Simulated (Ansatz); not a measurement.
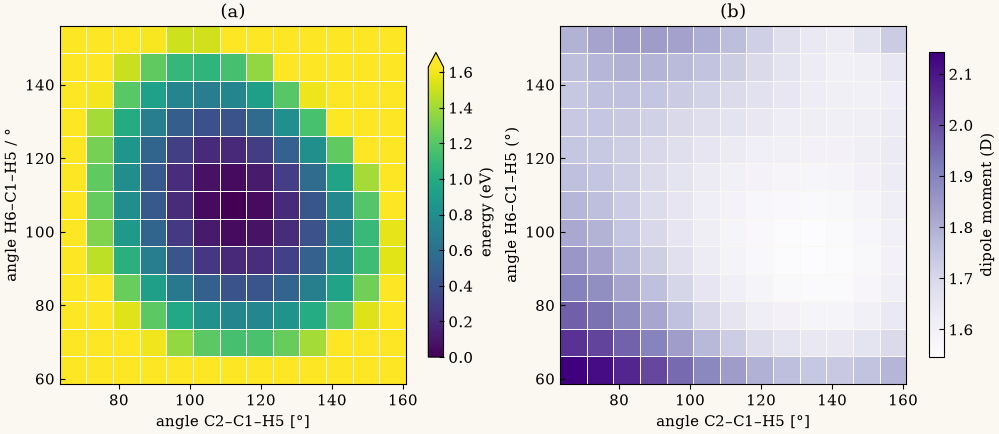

C₂H₄F, SMILES C[CH]F, spin multiplicity 2. The first coordinate is: angle C2–C1–H5; the second: angle H6–C1–H5. Nothing is relaxed (all other coordinates rigid). The scan uses a 13 × 13 grid. Energies: eV, counted from the lowest grid point. Method: UKS PBE0-D4/def2-TZVP (Ansatz 0.2.0).

Panel (a) is the energy; panel (b) is the computed dipole moment, in D.

The picture shows one coloured cell a grid point, one colour for all values above the top of the scale.

Question: How does the dipole moment vary over the map, and what is it at the lowest grid point?

Answer: Leaving out the highest fifth of the energies, it runs from 1.55 D at angle C2–C1–H5 = 134.6°, angle H6–C1–H5 = 92.3° to 1.96 D at angle C2–C1–H5 = 82.1°, angle H6–C1–H5 = 69.8°. At the lowest grid point, angle C2–C1–H5 = 112.1°, angle H6–C1–H5 = 107.3°, it is 1.59 D.

| angle H6–C1–H5 ↓, angle C2–C1–H5 → | 67.1 | 74.6 | 82.1 | 89.6 | 97.1 | 104.6 | 112.1 | 119.6 | 127.1 | 134.6 | 142.1 | 149.6 | 157.1 |
| --- | --- | --- | --- | --- | --- | --- | --- | --- | --- | --- | --- | --- | --- |
| 152.3 | 1.79 | 1.82 | 1.84 | 1.84 | 1.83 | 1.80 | 1.77 | 1.72 | 1.67 | 1.64 | 1.63 | 1.66 | 1.73 |
| 144.8 | 1.76 | 1.78 | 1.79 | 1.79 | 1.78 | 1.75 | 1.73 | 1.70 | 1.66 | 1.63 | 1.61 | 1.61 | 1.65 |
| 137.3 | 1.75 | 1.76 | 1.76 | 1.75 | 1.73 | 1.71 | 1.69 | 1.67 | 1.65 | 1.63 | 1.61 | 1.60 | 1.62 |
| 129.8 | 1.74 | 1.75 | 1.74 | 1.72 | 1.70 | 1.68 | 1.66 | 1.64 | 1.63 | 1.62 | 1.61 | 1.61 | 1.63 |
| 122.3 | 1.75 | 1.74 | 1.73 | 1.70 | 1.67 | 1.65 | 1.63 | 1.62 | 1.60 | 1.60 | 1.60 | 1.61 | 1.63 |
| 114.8 | 1.76 | 1.75 | 1.72 | 1.69 | 1.66 | 1.63 | 1.61 | 1.59 | 1.58 | 1.58 | 1.59 | 1.60 | 1.63 |
| 107.3 | 1.78 | 1.77 | 1.73 | 1.69 | 1.65 | 1.62 | 1.59 | 1.57 | 1.56 | 1.56 | 1.57 | 1.59 | 1.62 |
| 99.8 | 1.82 | 1.79 | 1.75 | 1.70 | 1.66 | 1.62 | 1.59 | 1.57 | 1.55 | 1.55 | 1.56 | 1.57 | 1.61 |
| 92.3 | 1.86 | 1.83 | 1.78 | 1.72 | 1.67 | 1.63 | 1.59 | 1.57 | 1.55 | 1.55 | 1.55 | 1.57 | 1.60 |
| 84.8 | 1.91 | 1.87 | 1.82 | 1.76 | 1.71 | 1.66 | 1.61 | 1.58 | 1.56 | 1.56 | 1.56 | 1.58 | 1.61 |
| 77.3 | 1.97 | 1.94 | 1.88 | 1.82 | 1.76 | 1.70 | 1.66 | 1.62 | 1.60 | 1.59 | 1.59 | 1.60 | 1.64 |
| 69.8 | 2.05 | 2.02 | 1.96 | 1.90 | 1.84 | 1.78 | 1.73 | 1.69 | 1.66 | 1.65 | 1.64 | 1.66 | 1.69 |
| 62.3 | 2.14 | 2.12 | 2.07 | 2.01 | 1.95 | 1.89 | 1.84 | 1.80 | 1.76 | 1.75 | 1.74 | 1.75 | 1.79 |
